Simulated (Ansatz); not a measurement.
## Geometry relaxation of AlGeH₆O₃F (part 2 of 2)

Continued. System: AlGeH₆O₃F. Method: RKS PBE-D4/def2-SVP (Ansatz 0.2.0). It belongs to a series of runs on one base structure; here: end point A relaxed.

Geometry of the input (Å):
```
Ge -0.2241  -0.0735  -0.1664
F  -0.4636  -0.4136  1.5089
H  1.2634  0.1140  -0.4833
O  -1.2170  1.3067  -0.6725
H  -2.0548  0.9551  -1.0334
O  -0.9178  -1.5159  -0.9673
H  -1.1592  -2.1897  -0.3028
O  0.9311  1.9566  1.6696
Al 2.6029  2.1792  2.0675
H  3.2287  1.4647  3.3623
H  3.3991  3.1043  1.0489
H  0.3290  1.4122  2.2336
```

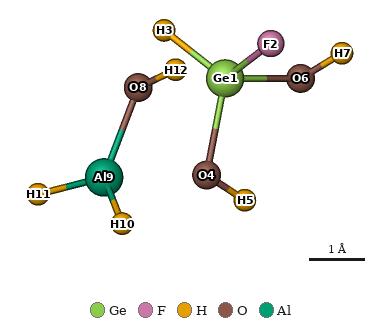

Fig. 1: The geometry at step 23 of the log (ball-and-stick view, seen at a tilt; atoms are numbered from 1 in the order of the input).

### Trajectory as extended XYZ, continued
```
12
Properties=species:S:1:pos:R:3:forces:R:3 step=3 energy=-72036.55273
Ge   -0.2401   -0.0701   -0.2152   -0.0795   0.0160  -0.0274
F    -0.4609   -0.3717    1.5296    0.0063  -0.0277  -0.0337
H     1.2432    0.0926   -0.5588   -0.0076   0.0027   0.0152
O    -1.2289    1.3074   -0.7339    0.0121  -0.0489  -0.0088
H    -2.0891    0.9574   -1.0421    0.0267   0.0195   0.0246
O    -0.9742   -1.5291   -0.9505    0.0278   0.0424   0.0527
H    -1.2114   -2.1726   -0.2556    0.0009   0.0081   0.0029
O     0.9784    1.8840    1.6639    0.3752   0.0254   0.0208
Al    2.6262    2.2154    2.1135   -0.3248  -0.0026  -0.0719
H     3.2318    1.5675    3.4414    0.0201  -0.0120   0.0139
H     3.4144    3.1757    1.1173   -0.0094  -0.0072   0.0114
H     0.4283    1.2438    2.1556   -0.0478  -0.0158   0.0005
12
Properties=species:S:1:pos:R:3:forces:R:3 step=6 energy=-72036.56825
Ge   -0.2714   -0.1019   -0.2590    0.0086  -0.0331   0.0716
F    -0.4522   -0.3975    1.4970   -0.0080   0.0153  -0.0658
H     1.2075    0.0212   -0.6275   -0.0057  -0.0095  -0.0245
O    -1.2239    1.3068   -0.7546   -0.0532  -0.0397  -0.0163
H    -2.1203    0.9941   -0.9932    0.0451   0.0357   0.0183
O    -1.0732   -1.5464   -0.9452    0.0006   0.0213   0.0026
H    -1.3093   -2.1676   -0.2298    0.0063   0.0107   0.0017
O     1.1174    1.7563    1.5569    0.3326   0.0766   0.1795
Al    2.6553    2.2873    2.1777   -0.3062  -0.1029  -0.1667
H     3.2038    1.7206    3.5701   -0.0239   0.0185  -0.0074
H     3.4324    3.3105    1.2360   -0.0095  -0.0047   0.0238
H     0.5517    1.1166    2.0367    0.0133   0.0117  -0.0169
12
Properties=species:S:1:pos:R:3:forces:R:3 step=8 energy=-72036.57643
Ge   -0.2835   -0.1410   -0.2902   -0.0024   0.0066  -0.1122
F    -0.4180   -0.4575    1.4605   -0.0099  -0.0105   0.0705
H     1.1834   -0.0808   -0.7249   -0.0389  -0.0069   0.0046
O    -1.1858    1.3212   -0.7278   -0.0951  -0.0598  -0.0111
H    -2.1136    1.0649   -0.9127    0.1211   0.0305   0.0267
O    -1.1838   -1.5346   -0.9639    0.0222   0.0435   0.0169
H    -1.4123   -2.1546   -0.2452   -0.0016  -0.0002  -0.0014
O     1.2555    1.6092    1.4930    0.3061   0.1116   0.1994
Al    2.6710    2.3359    2.2003   -0.3379  -0.0903   0.0141
H     3.0967    1.9590    3.7069   -0.0253   0.0102  -0.1445
H     3.4225    3.3919    1.2782    0.0280  -0.0340  -0.0251
H     0.6858    0.9865    1.9908    0.0337  -0.0007  -0.0379
12
Properties=species:S:1:pos:R:3:forces:R:3 step=11 energy=-72036.58917
Ge   -0.2824   -0.1478   -0.2943   -0.0015   0.0065   0.0106
F    -0.4022   -0.4992    1.4548    0.0023  -0.0090  -0.0049
H     1.1761   -0.1147   -0.7477    0.0198  -0.0045  -0.0038
O    -1.1548    1.3422   -0.6899    0.0319   0.0148   0.0084
H    -2.0855    1.1105   -0.8740   -0.0385  -0.0042  -0.0031
O    -1.2261   -1.5019   -0.9822   -0.0093  -0.0035  -0.0028
H    -1.4481   -2.1388   -0.2765   -0.0052  -0.0009  -0.0029
O     1.3151    1.5207    1.4983    0.0205  -0.0289   0.0374
Al    2.6364    2.3717    2.2078    0.0099   0.0267  -0.0115
H     3.0165    2.1098    3.7387   -0.0022   0.0100   0.0030
H     3.4052    3.3671    1.2330    0.0027   0.0013  -0.0020
H     0.7676    0.8807    1.9970   -0.0305  -0.0084  -0.0283
12
Properties=species:S:1:pos:R:3:forces:R:3 step=13 energy=-72036.59624
Ge   -0.2728   -0.1688   -0.2979   -0.0623  -0.0002   0.0653
F    -0.3618   -0.5969    1.4404   -0.0098   0.0067  -0.1003
H     1.1735   -0.1945   -0.7920   -0.0009  -0.0062  -0.0088
O    -1.0816    1.3816   -0.6026    0.0719  -0.0420   0.0275
H    -2.0262    1.2049   -0.7784   -0.0238  -0.0199   0.0010
O    -1.3138   -1.4379   -1.0172    0.0288   0.0309   0.0541
H    -1.5309   -2.1058   -0.3378    0.0029   0.0281  -0.0263
O     1.4386    1.3360    1.4830    0.2587   0.2382   0.1928
Al    2.5926    2.4201    2.2052   -0.1652  -0.1950  -0.0634
H     2.8463    2.3972    3.7993   -0.0558   0.0074  -0.1916
H     3.3652    3.3530    1.1655   -0.0318  -0.0291   0.0556
H     0.8885    0.7112    1.9974   -0.0126  -0.0188  -0.0060
12
Properties=species:S:1:pos:R:3:forces:R:3 step=16 energy=-72036.61278
Ge   -0.2095   -0.1943   -0.2654   -0.0745   0.0260   0.0309
F    -0.2884   -0.7647    1.4314   -0.0071   0.0342  -0.0807
H     1.2098   -0.3155   -0.8254   -0.0380  -0.0040  -0.0090
O    -0.9052    1.4380   -0.4078    0.0198  -0.1096   0.0194
H    -1.8621    1.3380   -0.5877    0.0482  -0.0132  -0.0015
O    -1.3855   -1.3019   -1.0489    0.0479   0.0352   0.0805
H    -1.6510   -1.9991   -0.4170    0.0209   0.0581  -0.0364
O     1.5578    1.1188    1.4776    0.1713   0.1770   0.1214
Al    2.5106    2.4200    2.1280   -0.3446  -0.0069  -0.0579
H     2.4997    2.6925    3.7133    0.0548  -0.0655  -0.1215
H     3.2535    3.3354    1.0500    0.0272  -0.1181   0.0499
H     0.9881    0.5329    2.0170    0.0741  -0.0131   0.0049
12
Properties=species:S:1:pos:R:3:forces:R:3 step=18 energy=-72036.64986
Ge   -0.1490   -0.1990   -0.2219   -0.1436   0.0464   0.1565
F    -0.2424   -0.8811    1.4380   -0.0105   0.0612  -0.2169
H     1.2403   -0.3929   -0.8297   -0.0078  -0.0124  -0.0308
O    -0.7403    1.4888   -0.2419    0.1226  -0.2111   0.0381
H    -1.6939    1.4530   -0.4514   -0.0547   0.0016  -0.0279
O    -1.4199   -1.1607   -1.0606    0.0863   0.0310   0.1896
H    -1.7332   -1.8759   -0.4691    0.0519   0.1258  -0.0781
O     1.6562    0.9367    1.4945    0.1565   0.3317   0.1115
Al    2.3249    2.4560    2.0390   -0.1210  -0.3154   0.0171
H     2.2139    2.8851    3.5933   -0.0393  -0.0604  -0.2295
H     3.1203    3.2688    0.9216   -0.0557  -0.0168   0.0280
H     1.1408    0.3214    2.0532    0.0153   0.0184   0.0424
12
Properties=species:S:1:pos:R:3:forces:R:3 step=21 energy=-72036.80295
Ge    0.0004   -0.1778   -0.1091    0.1037  -0.1763   0.1945
F    -0.1752   -1.0424    1.4538   -0.0134   0.0585  -0.1916
H     1.3124   -0.4892   -0.8406   -0.0628  -0.0003  -0.0030
O    -0.4410    1.5544    0.0457   -0.2251   0.0597  -0.0279
H    -1.3712    1.6273   -0.2708    0.2729   0.0388   0.0959
O    -1.4022   -0.8747   -1.0004    0.0429   0.0437   0.0991
H    -1.7913   -1.6010   -0.4732    0.0288   0.0954  -0.0364
O     1.7532    0.6854    1.5084    0.0445   0.1554   0.0901
Al    2.0228    2.3927    1.8314   -0.1722  -0.3569  -0.0851
H     1.7184    2.9602    3.2983   -0.0727  -0.0197  -0.0905
H     2.7811    3.1826    0.6798   -0.0432  -0.0116  -0.0254
H     1.3103    0.0827    2.1417    0.0966   0.1134  -0.0197
12
Properties=species:S:1:pos:R:3:forces:R:3 step=23 energy=-72037.11611
Ge    0.1011   -0.1736   -0.0299    0.2682  -0.4111   0.3015
F    -0.1527   -1.1249    1.4664   -0.0153   0.0809  -0.2188
H     1.3481   -0.5336   -0.8475   -0.0522   0.0112  -0.0166
O    -0.2398    1.5874    0.2240   -0.0774   0.2263   0.0903
H    -1.1459    1.7503   -0.1283    0.2822   0.1534   0.1564
O    -1.3673   -0.6879   -0.9449    0.0656   0.1228   0.1150
H    -1.8046   -1.4201   -0.4661    0.0248   0.1130  -0.0163
O     1.8138    0.5604    1.5109   -0.0537  -0.2149   0.0165
Al    1.7720    2.3213    1.6608   -0.4194  -0.1515  -0.2513
H     1.3902    2.9405    3.0899   -0.1278  -0.0457  -0.1147
H     2.5737    3.1037    0.5325   -0.0410  -0.0208  -0.0316
H     1.4292   -0.0234    2.1975    0.1462   0.1365  -0.0303
12
Properties=species:S:1:pos:R:3:forces:R:3 step=26 energy=-72037.76812
Ge    0.2562   -0.2176    0.0943    0.2566  -0.6863   0.2439
F    -0.1387   -1.2551    1.4843   -0.0141   0.0120  -0.1573
H     1.3883   -0.5947   -0.8714   -0.0298   0.0143  -0.0398
O    -0.0391    1.6039    0.3969   -0.8424   0.1325  -0.4929
H    -0.8954    1.9043    0.0224    0.2324   0.0376   0.0857
O    -1.2877   -0.4310   -0.8308    0.0670   0.0588   0.1745
H    -1.8192   -1.1417   -0.4185    0.0438   0.1356  -0.0203
O     1.8343    0.4357    1.4644   -0.3216  -0.3453   0.0652
Al    1.4127    2.2191    1.4022    0.6475   0.5159   0.5021
H     0.9681    2.8409    2.8182   -0.0839  -0.0790  -0.0793
H     2.4041    3.0205    0.4269   -0.0825  -0.0557   0.0069
H     1.6342   -0.0842    2.2761    0.1270   0.2597  -0.2887
12
Properties=species:S:1:pos:R:3:forces:R:3 step=28 energy=-72037.85011
Ge    0.3025   -0.2633    0.1054   -0.0642   0.0945   0.1037
F    -0.0815   -1.3148    1.4873   -0.0042  -0.0417  -0.0572
H     1.3720   -0.6735   -0.9195   -0.0129   0.0103   0.0060
O    -0.0208    1.6165    0.3058    0.0989   0.0713  -0.0447
H    -0.8407    1.9241   -0.1274    0.0678  -0.0513   0.0224
O    -1.2785   -0.4373   -0.7633   -0.1092  -0.1465   0.1378
H    -1.8752   -1.0192   -0.2467    0.1361   0.1435  -0.1036
O     1.7900    0.4417    1.3989   -0.0569  -0.0175   0.0727
Al    1.3973    2.2640    1.4165   -0.0735  -0.1736  -0.0034
H     0.8490    2.7391    2.8459   -0.0066   0.0095  -0.0338
H     2.4390    3.0912    0.5369   -0.0255   0.0380  -0.0118
H     1.6647   -0.0684    2.2253    0.0502   0.0635  -0.0882
12
Properties=species:S:1:pos:R:3:forces:R:3 step=31 energy=-72037.87037
Ge    0.2962   -0.2706    0.1201    0.0139  -0.0345  -0.0889
F    -0.0596   -1.3691    1.4724    0.0248   0.0026   0.0172
H     1.3284   -0.7220   -0.9279   -0.0382  -0.0038   0.0335
O     0.0772    1.6390    0.1786   -0.0085   0.0299  -0.0316
H    -0.7695    1.9265   -0.2106   -0.0186  -0.0072   0.0115
O    -1.3316   -0.3896   -0.6688    0.0282   0.0900  -0.0100
H    -1.9052   -0.9938   -0.1631    0.0032  -0.0453   0.0434
O     1.7757    0.4446    1.3758    0.0277  -0.0410   0.1358
Al    1.3737    2.2618    1.4158    0.0133   0.0486  -0.0396
H     0.7225    2.6771    2.8215   -0.0079  -0.0022  -0.0256
H     2.4443    3.1663    0.6450   -0.0263  -0.0303   0.0358
H     1.7657   -0.0700    2.2065   -0.0118  -0.0069  -0.0814
12
Properties=species:S:1:pos:R:3:forces:R:3 step=33 energy=-72037.88661
Ge    0.3069   -0.2691    0.1209   -0.0375   0.0172  -0.2040
F     0.0195   -1.4363    1.4387    0.0183  -0.0103   0.0103
H     1.2613   -0.7937   -0.9693   -0.0505   0.0229   0.0632
O     0.2064    1.6749   -0.0019   -0.2233   0.0057  -0.0609
H    -0.7029    1.9177   -0.2835    0.2182  -0.0294   0.1182
O    -1.4070   -0.2813   -0.4968    0.1179  -0.0396   0.2013
H    -1.9015   -0.9800   -0.0209    0.0736   0.0944  -0.0747
O     1.7612    0.4543    1.3506    0.0178  -0.1949   0.2862
Al    1.3403    2.2687    1.4026   -0.0116   0.2285  -0.0406
H     0.4997    2.6183    2.7411    0.0902  -0.0263  -0.1670
H     2.5074    3.2191    0.8218   -0.1645  -0.1487   0.0858
H     1.8264   -0.0923    2.1620   -0.0486   0.0805  -0.2178
12
Properties=species:S:1:pos:R:3:forces:R:3 step=36 energy=-72037.93862
Ge    0.3728   -0.2689    0.0839   -0.2580  -0.2361   0.1873
F     0.2412   -1.7063    1.1964    0.0789   0.3414  -0.3157
H     1.2248   -0.7275   -1.1154   -0.0462   0.0584   0.0762
O     0.3367    1.7160   -0.1702   -0.6474   0.1375   0.0693
H    -0.6392    1.9194   -0.2314    0.8302  -0.1393   0.0263
O    -1.4257   -0.1272   -0.1477    0.1393  -0.5258   0.3083
H    -1.8202   -0.9535    0.2279    0.1650   0.4730  -0.1916
O     1.6306    0.4273    1.4338   -0.1128  -0.0338   0.1127
Al    1.3157    2.2856    1.3628   -0.2780   0.2598  -0.2516
H     0.2369    2.7609    2.4829    0.2640  -0.1042  -0.1088
H     2.6156    3.1458    0.9355   -0.1790  -0.2280   0.1331
H     1.6286   -0.1716    2.2066    0.0439  -0.0029  -0.0454
12
Properties=species:S:1:pos:R:3:forces:R:3 step=38 energy=-72038.02732
Ge    0.3977   -0.2944    0.0744   -0.1168  -0.5450   0.2069
F     0.4356   -1.8883    0.9517   -0.0026   0.3989  -0.2375
H     1.2083   -0.6117   -1.2007   -0.0846   0.0543   0.1055
O     0.3912    1.7352   -0.2638    0.1186  -0.0491   0.1469
H    -0.5508    1.9709   -0.3634   -0.1193  -0.0062  -0.0468
O    -1.3885   -0.1006    0.1111    0.0555   0.0555  -0.0606
H    -1.8072   -0.9219    0.4380    0.1268   0.0032  -0.0025
O     1.4191    0.4304    1.5205    0.0632  -0.0932   0.2663
Al    1.2212    2.3106    1.3125    0.1474   0.0600  -0.0249
H     0.1733    2.8780    2.3861    0.0116   0.0075  -0.0499
H     2.6538    2.9776    1.0267   -0.1234  -0.0527   0.0355
H     1.5640   -0.1858    2.2720   -0.0764   0.1666  -0.3389
12
Properties=species:S:1:pos:R:3:forces:R:3 step=41 energy=-72038.04258
Ge    0.3894   -0.3069    0.0875   -0.0187   0.1020  -0.0227
F     0.4405   -1.8846    0.9453   -0.0047   0.0202  -0.0203
H     1.2003   -0.5865   -1.1859    0.0052  -0.0138   0.0017
O     0.3790    1.7401   -0.2403   -0.0195  -0.0779   0.0043
H    -0.5656    1.9683   -0.3517    0.0184   0.0064  -0.0034
O    -1.3925   -0.1168    0.0893   -0.0017  -0.0345   0.0083
H    -1.7867   -0.9460    0.4252    0.0004   0.0064  -0.0034
O     1.3907    0.4371    1.5353    0.0107  -0.0468   0.0348
Al    1.2297    2.3181    1.3133   -0.0222   0.0370  -0.0045
H     0.1874    2.9300    2.3656    0.0140   0.0031  -0.0055
H     2.6688    2.9471    1.0323    0.0007  -0.0065   0.0047
H     1.5768   -0.1998    2.2491    0.0174   0.0046   0.0060
12
Properties=species:S:1:pos:R:3:forces:R:3 step=43 energy=-72038.04385
Ge    0.3831   -0.2978    0.0897   -0.0029   0.0158  -0.0056
F     0.4380   -1.8776    0.9427    0.0060  -0.0191  -0.0081
H     1.2035   -0.5780   -1.1799   -0.0084  -0.0026   0.0206
O     0.3701    1.7331   -0.2255    0.0074   0.0045  -0.0099
H    -0.5662    1.9767   -0.3645   -0.0026   0.0005   0.0158
O    -1.4006   -0.1281    0.0844   -0.0034  -0.0070  -0.0096
H    -1.7836   -0.9669    0.4089   -0.0044  -0.0010   0.0025
O     1.3768    0.4389    1.5504    0.0052   0.0090   0.0025
Al    1.2304    2.3210    1.3222   -0.0166  -0.0208  -0.0213
H     0.1987    2.9534    2.3711    0.0096   0.0065  -0.0017
H     2.6720    2.9310    1.0178    0.0095   0.0081   0.0150
H     1.5956   -0.2056    2.2478    0.0004   0.0062  -0.0001
```
